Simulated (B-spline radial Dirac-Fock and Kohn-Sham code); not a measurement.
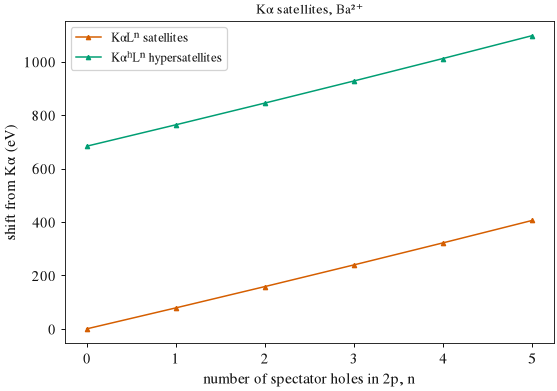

Shifts of Kα satellites and hypersatellites with the number of spectator holes in 2p, counted from the Kα line without spectators. Species: the ion Ba²⁺, configuration [Xe]. The calculation used Dirac–Fock ΔSCF (average of configuration, Fermi nucleus, Breit and QED terms, no correlation) (a B-spline radial code).

Q: How far above Kα is the hypersatellite?

A: 684 eV as an average over the ¹P and ³P final terms; Kα itself is at 32.065 keV.
